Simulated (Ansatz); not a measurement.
**ClH₁₃O₂Si₄: density, localisation and related maps**

```json
{"atom": "Si", "x (Å)": "-0.4244", "y (Å)": "-0.0015", "z (Å)": "-0.5853"}
{"atom": "Si", "x (Å)": "1.1835", "y (Å)": "-0.8264", "z (Å)": "1.2225"}
{"atom": "Si", "x (Å)": "-2.1901", "y (Å)": "0.1526", "z (Å)": "0.9522"}
{"atom": "Si", "x (Å)": "-0.1732", "y (Å)": "-1.9772", "z (Å)": "-1.8371"}
{"atom": "O", "x (Å)": "-0.1839", "y (Å)": "1.2319", "z (Å)": "-1.6253"}
{"atom": "H", "x (Å)": "1.2943", "y (Å)": "2.3488", "z (Å)": "0.4935"}
{"atom": "Cl", "x (Å)": "-0.4898", "y (Å)": "2.9255", "z (Å)": "0.7589"}
{"atom": "H", "x (Å)": "1.2477", "y (Å)": "0.5762", "z (Å)": "0.2228"}
{"atom": "O", "x (Å)": "2.0683", "y (Å)": "1.7383", "z (Å)": "0.2216"}
{"atom": "H", "x (Å)": "2.4810", "y (Å)": "-1.4150", "z (Å)": "0.8165"}
{"atom": "H", "x (Å)": "1.2492", "y (Å)": "-0.1132", "z (Å)": "2.5153"}
{"atom": "H", "x (Å)": "0.1341", "y (Å)": "-1.8828", "z (Å)": "1.2472"}
{"atom": "H", "x (Å)": "-1.6788", "y (Å)": "0.3943", "z (Å)": "2.3213"}
{"atom": "H", "x (Å)": "-2.8577", "y (Å)": "-1.1856", "z (Å)": "0.9384"}
{"atom": "H", "x (Å)": "-3.1534", "y (Å)": "1.1787", "z (Å)": "0.4941"}
{"atom": "H", "x (Å)": "-0.8011", "y (Å)": "-3.1097", "z (Å)": "-1.1100"}
{"atom": "H", "x (Å)": "1.2672", "y (Å)": "-2.2785", "z (Å)": "-2.0543"}
{"atom": "H", "x (Å)": "-0.8430", "y (Å)": "-1.7843", "z (Å)": "-3.1481"}
{"atom": "H", "x (Å)": "-0.3824", "y (Å)": "2.0744", "z (Å)": "-1.1432"}
{"atom": "H", "x (Å)": "2.2525", "y (Å)": "1.9535", "z (Å)": "-0.7005"}
```

A transition-state structure; geometry: PBE0-D4/def2-TZVP.

Method: RKS PBE0-D4/def2-TZVPP (Ansatz 0.2.0).

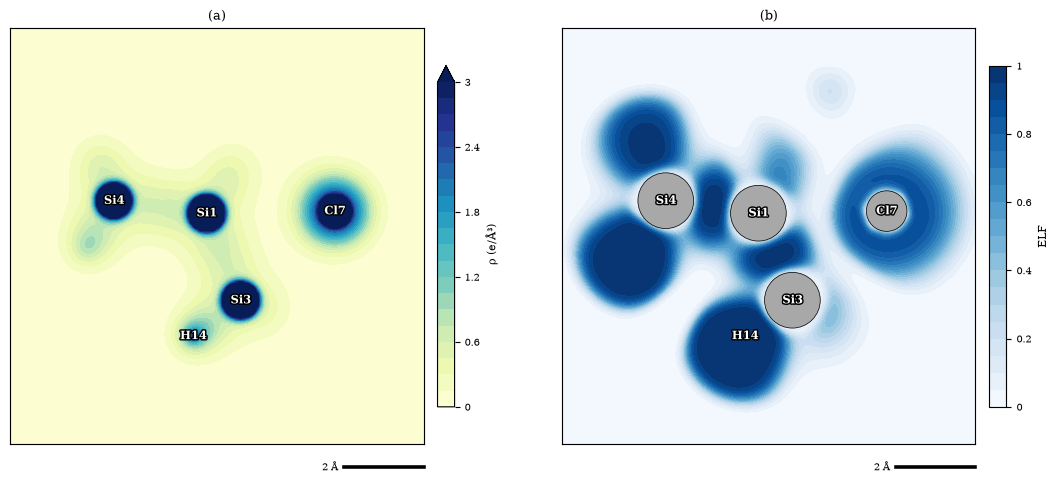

Figure 1. (a) electron density; (b) electron localisation function on the plane of atoms Si1, Si3 and H14. Grey discs cover the atomic cores in the ELF map.

What do the fields say about this system?

The section cuts through Si, Cl and H sites. Si–Si (2.35 Å): ρ at the midpoint is about 0.63 e/Å³; the ELF peaks at about 1 between the atoms; a covalent bond. Si–H (1.50 Å): ρ at the midpoint is about 0.79 e/Å³; the ELF climbs to about 1 towards the hydrogen, as it does in any bond to H.

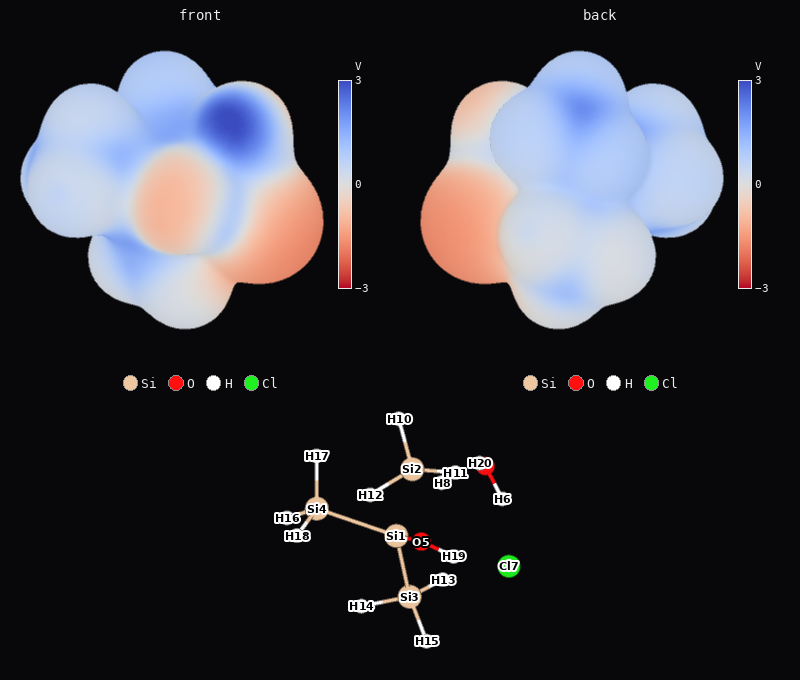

Figure 2. The molecular electrostatic potential painted on the density surface at 0.002 e/bohr³, seen from the front and from behind; the colour scale runs from red (negative) to blue (positive). The bare structure is drawn below in the same view.

Which sites attract a positive test charge, and which a negative one?

A positive charge is drawn to the negative regions and a negative charge to the positive ones. The most negative region (about −1.7 V, or −39 kcal/mol for a unit charge) lies over Cl7, the most positive (about +2.9 V, or +67 kcal/mol for a unit charge) over H20.

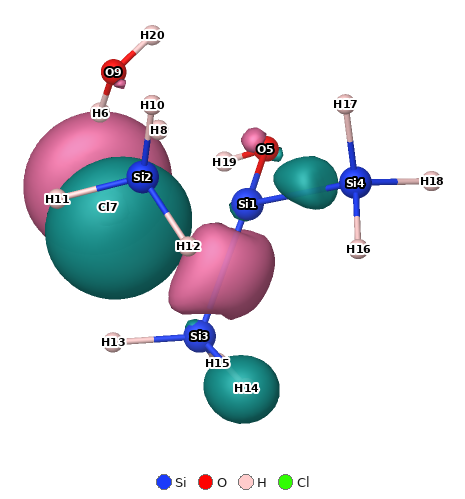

Figure 3. The HOMO at ±0.1 Å⁻³ᐟ² (teal and pink are the two phases), seen at an oblique angle.

What is the character of this orbital?

It lies mainly on Cl7 (about 80 %); largely a lone pair of Cl7. Its energy is −7.33 eV.

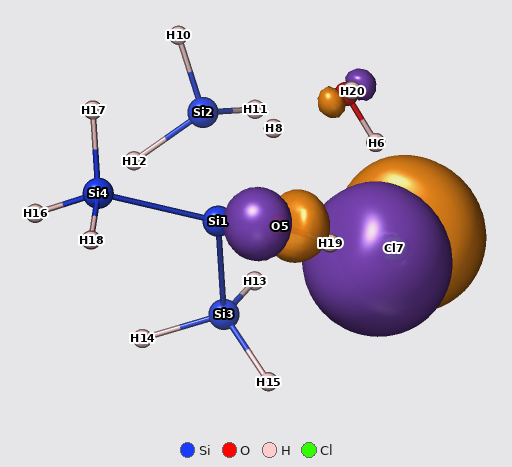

Figure 4. The HOMO−1 at ±0.08 Å⁻³ᐟ² (orange and purple are the two phases), seen at a tilt.

Describe this orbital and give its energy.

It lies mainly on Cl7 (about 85 %); largely a lone pair of Cl7. Its energy is −7.52 eV.
